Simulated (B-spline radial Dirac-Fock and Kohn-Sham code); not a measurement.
The potassium atom. The calculation used a Dirac–Hartree–Slater potential; 1 + βP₂(cos θ) + (δ + γ cos²θ) sin θ cos φ with E1 and E1–E2 terms (a radial B-spline solver).

Predict the main features of the following plot. Angular distribution of photoelectrons from N1 (4s) in the plane of the polarisation E (up) and the photon direction k (right), relative to an isotropic one.

At 283 eV, β = 2.000, γ = −0.007 and δ = 0.000. At 1.29 keV, β = 2.000, γ = 0.160 and δ = 0.000. At 1.29 keV the emission 45° forward of E is 1.1 times that 45° backward, and the lobe peaks 2.0° from E towards k.

The computed plot:

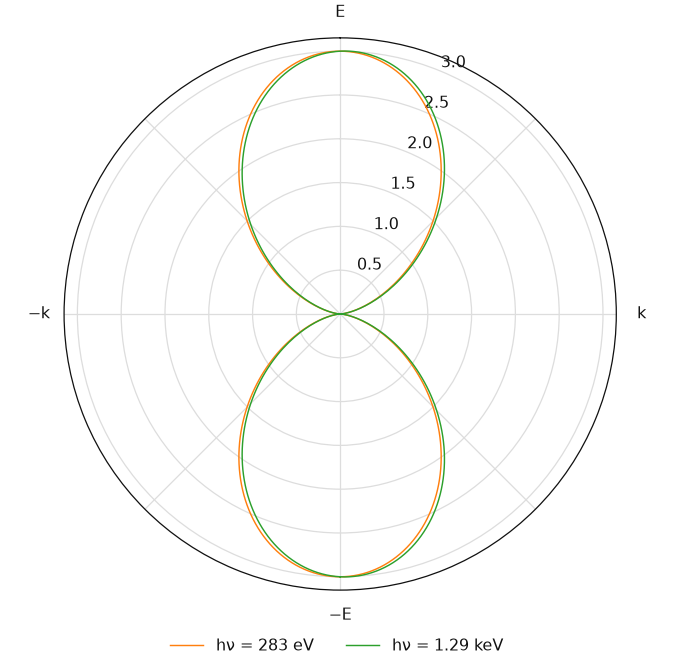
